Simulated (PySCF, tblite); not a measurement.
# C₅H₆S₂: vibronic structure

What do calculations give for the vibronic structure of C₅H₆S₂ (`CSc1ccsc1`)?

Computed with tblite 0.8.0 and PySCF 2.14.0 and routines of our own; the level stands in each step. Atoms count from 0.

## 1. The starting structure

13 atoms, charge 0, multiplicity 1; geometry from: force field or distance geometry start.

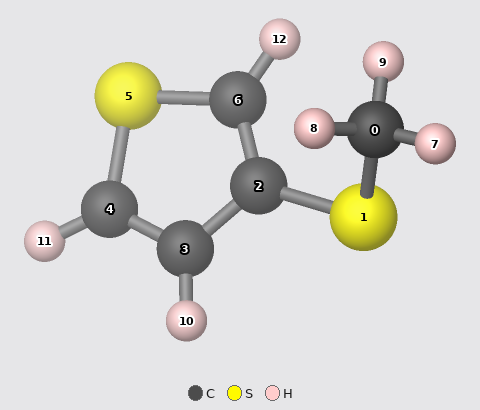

The starting geometry (carbon dark grey, sulfur yellow, hydrogen pink).

## 2. Geometry optimisation with GFN2-xTB

Job settings and geometry (Å):

```
{"job": {"kind": "relax", "xc": "GFN2-xTB", "basis": "xTB"}, "charge": 0, "multiplicity": 1}
C      2.415200     0.100600    -0.053800
S      1.262800    -0.790700    -1.140000
C     -0.269400    -0.202800    -0.545100
C     -1.333100    -1.067100    -0.174400
C     -2.451700    -0.385200     0.256500
S     -2.232800     1.311000     0.159900
C     -0.632700     1.128700    -0.440200
H      3.432900    -0.237200    -0.237200
H      2.172500    -0.082900     0.999500
H      2.360700     1.176300    -0.248700
H     -1.283500    -2.158200    -0.189700
H     -3.394000    -0.794200     0.597600
H     -0.051400     2.002200    -0.666500
```

Launch:

```bash
$ OMP_NUM_THREADS=1 python excited_run.py task.json out
```

This one command runs all jobs of the session in turn.

The program printed:

```text
step      E/eV     max force
  0    -550.25938    1.316
  1    -550.30298    0.393
  2    -550.31125    0.177
  3    -550.31452    0.146
  4    -550.31786    0.107
  5    -550.31899    0.094
  6    -550.31983    0.067
  7    -550.32037    0.065
  8    -550.32092    0.068
  9    -550.32133    0.061
 10    -550.32156    0.029
 11    -550.32167    0.031
 12    -550.32175    0.031
 13    -550.32186    0.036
 14    -550.32200    0.049
 15    -550.32219    0.052
 16    -550.32242    0.054
 17    -550.32271    0.052
 18    -550.32307    0.061
 19    -550.32350    0.087
 20    -550.32403    0.089
 21    -550.32464    0.064
 22    -550.32533    0.061
 23    -550.32605    0.064
 24    -550.32674    0.085
 25    -550.32737    0.075
 26    -550.32797    0.071
 27    -550.32863    0.073
 28    -550.32957    0.132
 29    -550.33110    0.199
 30    -550.33337    0.233
 31    -550.33598    0.185
 32    -550.33813    0.124
 33    -550.33770    0.165
 34    -550.34029    0.104
 35    -550.34106    0.083
 36    -550.34278    0.080
 37    -550.34367    0.098
 38    -550.34536    0.115
 39    -550.34786    0.120
 40    -550.34863    0.254
 41    -550.35537    0.221
 42    -550.35956    0.213
 43    -550.36618    0.167
 44    -550.36765    0.128
 45    -550.36926    0.108
 46    -550.37386    0.115
 47    -550.37489    0.099
 48    -550.37677    0.073
 49    -550.37743    0.049
 50    -550.37783    0.041
 51    -550.37816    0.044
 52    -550.37852    0.073
 53    -550.37890    0.069
 54    -550.37930    0.055
 55    -550.37964    0.038
 56    -550.37985    0.036
 57    -550.37998    0.026
 58    -550.38006    0.023
 59    -550.38012    0.022
 60    -550.38018    0.024
 61    -550.38028    0.031
 62    -550.38042    0.035
 63    -550.38060    0.031
 64    -550.38080    0.038
 65    -550.38101    0.039
 66    -550.38128    0.047
 67    -550.38169    0.057
 68    -550.38216    0.050
 69    -550.38254    0.048
 70    -550.38281    0.050
 71    -550.38315    0.046
 72    -550.38347    0.039
 73    -550.38377    0.029
 74    -550.38399    0.023
 75    -550.38412    0.027
 76    -550.38423    0.026
 77    -550.38437    0.025
 78    -550.38452    0.027
 79    -550.38461    0.018
 80    -550.38466    0.013
 81    -550.38468    0.010
```

It took 0.48 s on 1 thread of Arm Neoverse V1, shared host; peak memory 0.18 GiB.

Along the way: (not every step is listed)

| step | energy from step 0 (eV) | largest force (eV/Å) |
| --- | --- | --- |
| 0 | 0.0000 | 1.3161 |
| 1 | -0.0436 | 0.3932 |
| 2 | -0.0519 | 0.1774 |
| 3 | -0.0551 | 0.1464 |
| 4 | -0.0585 | 0.1073 |
| 5 | -0.0596 | 0.0941 |
| 6 | -0.0605 | 0.0671 |
| 7 | -0.0610 | 0.0653 |
| 8 | -0.0615 | 0.0684 |
| 14 | -0.0626 | 0.0485 |
| 20 | -0.0647 | 0.0891 |
| 26 | -0.0686 | 0.0708 |
| 32 | -0.0788 | 0.1242 |
| 38 | -0.0860 | 0.1145 |
| 44 | -0.1083 | 0.1277 |
| 50 | -0.1185 | 0.0413 |
| 56 | -0.1205 | 0.0361 |
| 62 | -0.1210 | 0.0355 |
| 68 | -0.1228 | 0.0502 |
| 74 | -0.1246 | 0.0233 |
| 76 | -0.1249 | 0.0257 |
| 77 | -0.1250 | 0.0248 |
| 78 | -0.1251 | 0.0269 |
| 79 | -0.1252 | 0.0178 |
| 80 | -0.1253 | 0.0131 |
| 81 | -0.1253 | 0.0097 |

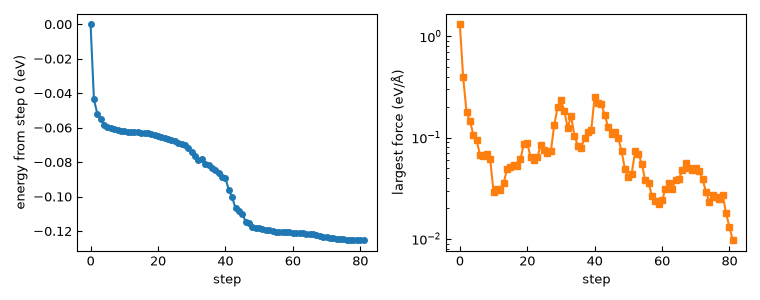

Energy and force, step by step.

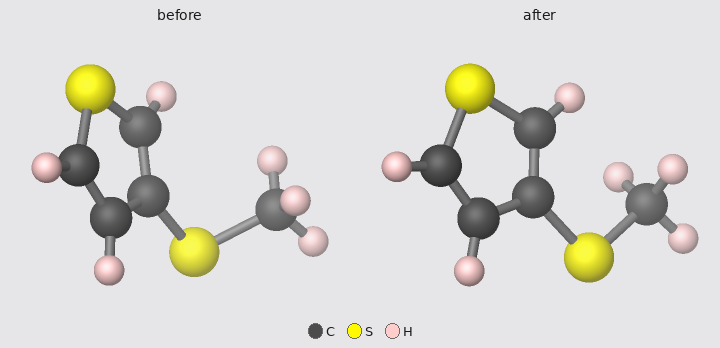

Before and after, at one scale.

Close pairs (by a distance rule), those that changed most:

| bond | before (Å) | after (Å) | change (Å) |
| --- | --- | --- | --- |
| C3–C4 | 1.379 | 1.353 | -0.027 |
| C2–C6 | 1.384 | 1.360 | -0.024 |
| C3–H10 | 1.092 | 1.074 | -0.018 |
| S1–C2 | 1.746 | 1.757 | +0.012 |
| C4–H11 | 1.082 | 1.071 | -0.011 |
| C0–H8 | 1.096 | 1.086 | -0.010 |
| C0–H9 | 1.095 | 1.086 | -0.009 |
| C4–S5 | 1.713 | 1.720 | +0.007 |

The final coordinates are the input of the step that follows.

## 3. Infrared spectrum with GFN2-xTB

Job settings and geometry (Å):

```
{"job": {"kind": "ir", "xc": "GFN2-xTB", "basis": "xTB"}, "charge": 0, "multiplicity": 1}
C      2.445148     0.264720    -0.265151
S      1.297473    -1.130573    -0.426441
C     -0.258498    -0.354446    -0.173038
C     -1.455518    -1.120441    -0.226355
C     -2.558200    -0.368693    -0.006411
S     -2.174238     1.285210     0.268180
C     -0.491350     0.959996     0.086017
H      3.438925    -0.145329    -0.412907
H      2.364096     0.693574     0.729168
H      2.229874     1.005195    -1.029536
H     -1.462063    -2.177269    -0.420094
H     -3.583078    -0.680079     0.012014
H      0.203040     1.768622     0.182315
```

The program printed:

```text
mode    cm-1     km/mol
  1      45.6      3.77
  2     175.4      2.25
  3     177.8      1.14
  4     220.3      0.50
  5     305.1      0.85
  6     394.0      0.18
  7     417.9      1.10
  8     552.0      0.20
  9     613.6      0.43
 10     701.9     10.05
 11     735.0      7.94
 12     754.3     14.47
 13     810.2      1.08
 14     833.0      2.97
 15     859.9     32.96
 16     884.8     15.64
 17     940.8      0.75
 18     954.2      3.38
 19    1076.9      1.50
 20    1092.4     29.35
 21    1161.2     11.11
 22    1312.8      0.24
 23    1331.2      7.18
 24    1449.2      6.98
 25    1450.7     12.57
 26    1451.7      8.02
 27    1540.3     26.73
 28    3029.6      3.13
 29    3035.6      8.06
 30    3061.9      2.65
 31    3141.6      6.48
 32    3170.5      5.85
 33    3180.8      5.66
```

It took 0.39 s on 1 thread of Arm Neoverse V1, shared host; peak memory 0.18 GiB.

Which atoms move in the most intense modes:

| cm⁻¹ | km/mol | atoms |
| --- | --- | --- |
| 702 | 10.1 | H12 84 %, C6 12 % |
| 754 | 14.5 | H11 76 %, C4 11 % |
| 860 | 33.0 | C6 55 %, S5 16 % |
| 885 | 15.6 | C6 22 %, C3 20 %, C4 17 %, C2 13 % |
| 1092 | 29.4 | H12 47 %, C2 19 %, H11 19 % |
| 1161 | 11.1 | H10 34 %, H12 25 %, H11 13 %, C2 12 % |
| 1451 | 12.6 | H8 32 %, H9 20 %, C2 13 %, C6 10 % |
| 1540 | 26.7 | C3 33 %, C4 25 %, C2 22 %, C6 15 % |

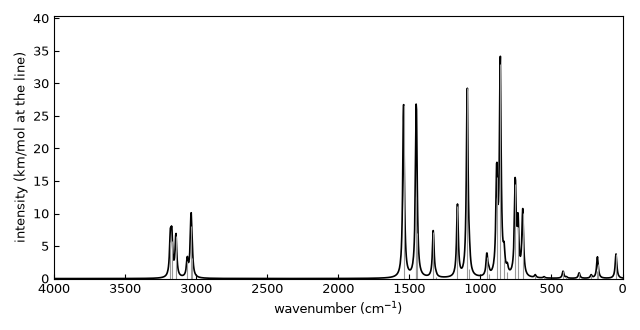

The infrared spectrum from these modes, unscaled. Lines are broadened to a width of 14 cm⁻¹ (Lorentzian).

## 4. Vibronic structure: TDDFT LC-wPBE/6-31G*

The job, as its differences from that of step 3:

```diff
@@ -1,2 +1,2 @@
-{"job": {"kind": "ir", "xc": "GFN2-xTB", "basis": "xTB"}, "charge": 0, "multiplicity": 1}
+{"job": {"kind": "vib", "xc": "LC-wPBE", "basis": "6-31G*", "tda": false}, "charge": 0, "multiplicity": 1}
 C      2.445148     0.264720    -0.265151
```

Method: TDDFT LC-wPBE/6-31G* vertical-gradient vibronic structure (displaced harmonic oscillators, Condon), gas phase.

The program printed:

```text
final grid: 53368 points
cycle   1  E = -990.0527314233  dE =  1.579e+00  |g| = 2.937e-01  |ddm| = 3.749e+00
cycle   2  E = -990.0831209214  dE = -3.039e-02  |g| = 1.481e-01  |ddm| = 6.623e-01
cycle   3  E = -990.0883445766  dE = -5.224e-03  |g| = 5.175e-02  |ddm| = 2.162e-01
cycle   4  E = -990.0892128927  dE = -8.683e-04  |g| = 1.052e-02  |ddm| = 8.779e-02
cycle   5  E = -990.0892561919  dE = -4.330e-05  |g| = 4.775e-03  |ddm| = 2.678e-02
cycle   6  E = -990.0892639169  dE = -7.725e-06  |g| = 1.478e-03  |ddm| = 7.646e-03
cycle   7  E = -990.0892652252  dE = -1.308e-06  |g| = 4.892e-04  |ddm| = 3.962e-03
cycle   8  E = -990.0892654070  dE = -1.818e-07  |g| = 2.121e-04  |ddm| = 1.238e-03
cycle   9  E = -990.0892654463  dE = -3.929e-08  |g| = 6.251e-05  |ddm| = 6.268e-04
cycle  10  E = -990.0892654508  dE = -4.451e-09  |g| = 3.027e-05  |ddm| = 2.117e-04
cycle  11  E = -990.0892654515  dE = -7.260e-10  |g| = 1.276e-05  |ddm| = 9.706e-05
converged SCF energy = -990.0892654515

Singlet excitations (eV, f): 5.680 (0.1378)  5.712 (0.0043)  6.328 (0.0880)  6.381 (0.0001)  6.923 (0.0004)  7.485 (0.2731)

State S1  5.6796 eV  f = 0.13783  H->L 0.89
  relaxed dipole 3.546 D, largest gradient of the excitation energy 0.0867 Eh/bohr
  mode    cm-1        S   lambda/meV  Raman
   26   1451.7    0.6394     115.1   1.000
   25   1450.7    0.3892      70.0   0.608
   13    810.2    0.6159      61.9   0.300
    7    417.9    0.5982      31.0   0.078
    9    613.6    0.3526      26.8   0.099
   27   1540.3    0.1066      20.4   0.188
    3    177.8    0.8021      17.7   0.019
   20   1092.4    0.0642       8.7   0.057
   16    884.8    0.0681       7.5   0.040
    4    220.3    0.2250       6.1   0.008
   23   1331.2    0.0365       6.0   0.048
   15    859.9    0.0292       3.1   0.016
  reorganisation energy 0.3884 eV, total S 4.114, 0-0 5.2912 eV
  absorption maximum 5.583 eV, width 0.554 eV

State S3  6.3282 eV  f = 0.08804  H-1->L 0.91
  relaxed dipole 0.465 D, largest gradient of the excitation energy 0.0950 Eh/bohr
  mode    cm-1        S   lambda/meV  Raman
   26   1451.7    0.8339     150.1   1.000
   15    859.9    0.8504      90.7   0.358
   25   1450.7    0.4581      82.4   0.549
   27   1540.3    0.2811      53.7   0.379
    7    417.9    1.0111      52.4   0.100
   13    810.2    0.2823      28.4   0.105
   21   1161.2    0.1072      15.4   0.082
   23   1331.2    0.0546       9.0   0.055
    9    613.6    0.1160       8.8   0.025
   16    884.8    0.0629       6.9   0.028
   19   1076.9    0.0376       5.0   0.025
   20   1092.4    0.0194       2.6   0.013
  reorganisation energy 0.5090 eV, total S 4.150, 0-0 5.8192 eV
  absorption maximum 6.283 eV, width 0.630 eV

State S6  7.4846 eV  f = 0.27312  H->L+3 0.71, H-2->L 0.19
  relaxed dipole 3.991 D, largest gradient of the excitation energy 0.0747 Eh/bohr
  mode    cm-1        S   lambda/meV  Raman
   26   1451.7    0.3247      58.4   1.000
   23   1331.2    0.3111      51.3   0.805
   25   1450.7    0.2699      48.5   0.830
   20   1092.4    0.3409      46.2   0.595
   13    810.2    0.2263      22.7   0.217
    7    417.9    0.4085      21.2   0.104
   27   1540.3    0.0816      15.6   0.283
   15    859.9    0.0659       7.0   0.071
   21   1161.2    0.0418       6.0   0.082
   16    884.8    0.0529       5.8   0.061
    9    613.6    0.0717       5.5   0.039
   19   1076.9    0.0400       5.3   0.068
  reorganisation energy 0.3059 eV, total S 2.395, 0-0 7.1788 eV
  absorption maximum 7.357 eV, width 0.436 eV

State T1  3.6991 eV  f = 0.00000  H->L 0.49, H-1->L 0.37
  relaxed dipole 1.688 D, largest gradient of the excitation energy 0.1372 Eh/bohr
  mode    cm-1        S   lambda/meV  Raman
   26   1451.7    1.5833     285.0   1.000
   25   1450.7    0.8817     158.6   0.556
    9    613.6    1.0785      82.0   0.122
   23   1331.2    0.1578      26.0   0.084
   27   1540.3    0.1187      22.7   0.084
   13    810.2    0.1850      18.6   0.036
   15    859.9    0.0889       9.5   0.020
    7    417.9    0.0998       5.2   0.005
    5    305.1    0.1335       5.0   0.004
   16    884.8    0.0378       4.1   0.009
   20   1092.4    0.0138       1.9   0.005
  reorganisation energy 0.6261 eV, total S 4.437, 0-0 3.0730 eV
  absorption maximum 3.609 eV, width 0.666 eV
```

Wall time 34 s (1 thread of Arm Neoverse V1, shared host); peak memory 0.65 GiB.

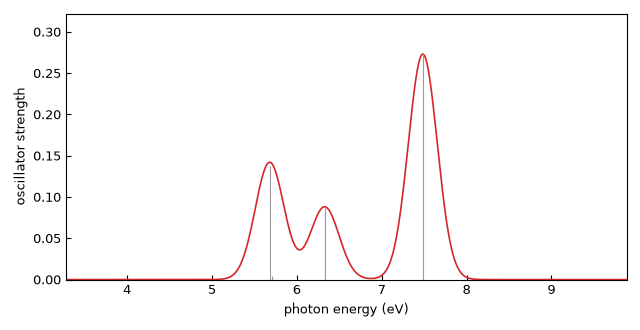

Absorption lines of the singlets. Lines are broadened to a width of 0.40 eV (Gaussian).

## 5. Summary of results

| quantity | value |
| --- | --- |
| strongest single infrared mode (GFN2-xTB) | 860 cm⁻¹, 33 km/mol |
| zero-point energy (GFN2-xTB) | 58.4 kcal/mol |
| S1: vertical, reorganisation, 0-0, total S (step 4, TDDFT LC-wPBE/6-31G*, modes from GFN2-xTB) | 5.68, 0.39, 5.29 eV; 4.1 |
| S3: vertical, reorganisation, 0-0, total S (step 4, TDDFT LC-wPBE/6-31G*, modes from GFN2-xTB) | 6.33, 0.51, 5.82 eV; 4.2 |
| S6: vertical, reorganisation, 0-0, total S (step 4, TDDFT LC-wPBE/6-31G*, modes from GFN2-xTB) | 7.48, 0.31, 7.18 eV; 2.4 |

All 33 modes are real, so the xTB geometry is a minimum. The strongest single mode, at 860 cm⁻¹, moves mainly C6. GFN2-xTB is a fitted tight-binding method: band positions and strengths are rough. Its intensities can rank the bands wrongly. Some states lie very close; unless symmetry makes them partners, their order is unsure. The vibronic model keeps the ground-state modes (from xTB) and shifts them along the gradient alone, so it can miss much of the relaxation that a full optimisation finds.
